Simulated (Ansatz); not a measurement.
## Electronic structure of BH$_{3}$OSi (SMILES B[SiH]=O) in real space

| atom | x (Å) | y (Å) | z (Å) |
| --- | --- | --- | --- |
| B | 0.2581 | -0.5348 | -0.8547 |
| Si | -0.2381 | 0.4768 | 0.8063 |
| O | -0.4618 | 2.0025 | 0.7412 |
| H | -0.5914 | -0.9860 | -1.5802 |
| H | 1.4103 | -0.6471 | -1.1884 |
| H | -0.3770 | -0.3114 | 2.0758 |

Theory: RKS B3LYP-D4/def2-SVP in Ansatz 0.2.0.

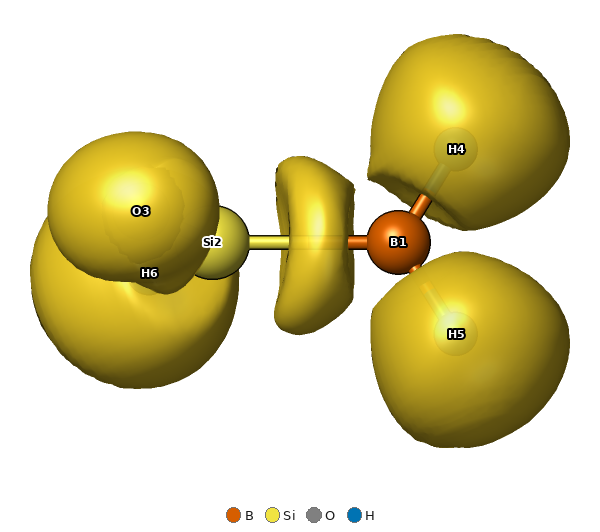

Figure 1. Isosurface of the electron localisation function at 0.75 (yellow), seen from one side. Only the valence region is drawn (cores and ρ < 0.01 e/Å³ removed).

Where are the electrons localised?

Answer. At this value the surface marks out one region between bonded B–Si atoms (shared pairs), three regions around hydrogen nuclei and one region wrapped around O (its lone pairs, merged into a ring or cap). Along the contacts the grid gives the following. Si–O (1.54 Å): the ELF peaks at about 0.85 between the atoms, as expected for a shared but strongly polarised pair. Si–B (2.01 Å): the ELF peaks at about 1 between the atoms: a covalent bond.

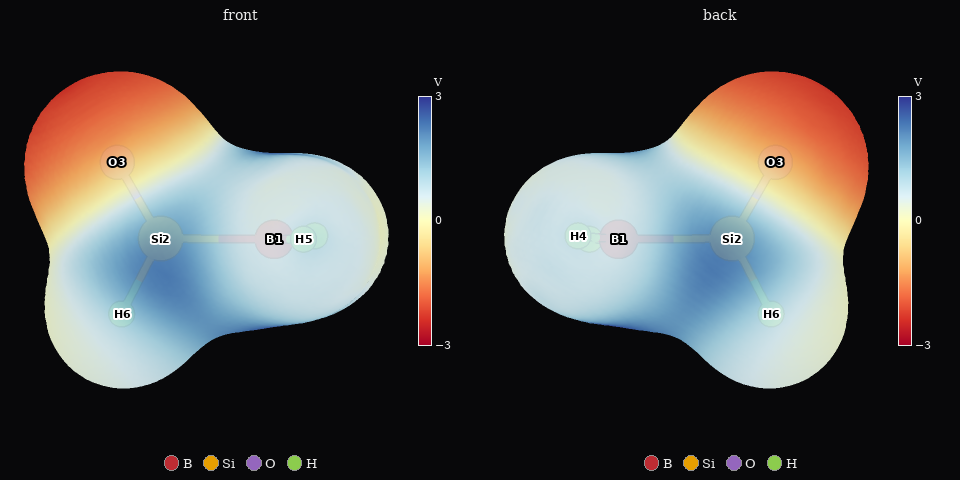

Figure 2. The electrostatic potential painted on the density surface at 0.002 e/bohr³, seen from the front and from behind; red is negative and blue positive.

Where is the surface potential most negative and most positive?

Answer. The most negative region (about −2.3 V) lies over O3, the most positive (about +2.6 V) over B1. O3 is the likeliest acceptor of a hydrogen bond.

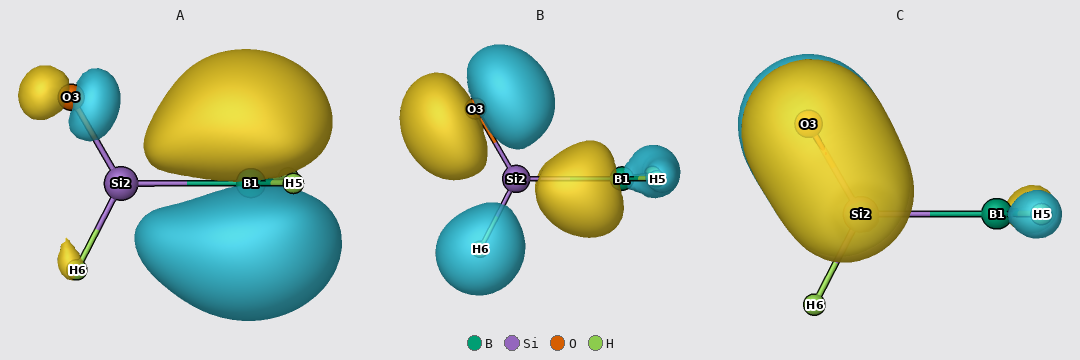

Figure 3. Three frontier orbitals at ±0.1 Å⁻³ᐟ² (yellow and cyan are the two phases), in no order.

Order the three orbitals by energy and name them.

Answer. C is the HOMO−1 (−8.37 eV). It lies mainly on O3 (about 70 %) and Si2 (about 25 %). B is the HOMO (−7.30 eV). It lies mainly on O3 (about 65 %), Si2 (about 15 %), B1 (about 10 %) and H6 (about 10 %). A is the LUMO (−3.23 eV). It lies mainly on B1 (about 65 %), H4 (about 5 %) and H5 (about 5 %).

What is the HOMO–LUMO gap?

Answer. 4.07 eV between the orbital energies.
